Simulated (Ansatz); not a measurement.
The figure comes from a scan of PbTe (rock salt): the crystal slips on the {110} plane by s times a lattice vector of 4.56 Å, no atom relaxing, γ being the energy change per area. Level of theory: PBEsol (plane waves to 420 eV, PAW, scalar-relativistic; Ansatz, an electronic-structure program). k mesh 7×7×7 (Γ-centred), Fermi-Dirac smearing 0.05 eV. E is the zero-smearing estimate. As the smearing reaches across the gap at some points, the k mesh leaves noise in γ, roughly 0.02 J/m² as judged from a few cases. Faults lie only 6.8 Å apart, and holding the cell height and the atoms raises γ above its relaxed value. PbTe was relaxed with its symmetry unable to fall. Spin-orbit coupling is left out, though Pb and Te are heavy. γ is measured from zero shift.

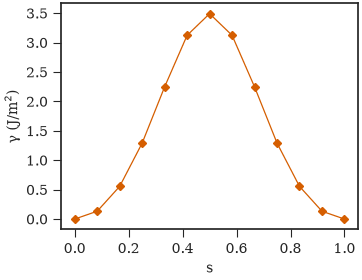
*γ (J/m²) against s; computed points joined by lines (the last repeats the first, one period on).*

Turn the plot into a table (rounded to what can be read).

To the nearest 0.05:

| s | γ (J/m²) |
|---|---|
| 0.000 | 0.00 |
| 0.083 | 0.15 |
| 0.167 | 0.55 |
| 0.250 | 1.30 |
| 0.333 | 2.25 |
| 0.417 | 3.10 |
| 0.500 | 3.50 |
| 0.583 | 3.10 |
| 0.667 | 2.25 |
| 0.750 | 1.30 |
| 0.833 | 0.55 |
| 0.917 | 0.15 |

(The slope of γ gives the shear force per area between the displaced halves; near zero shift its curvature is an elastic stiffness.)
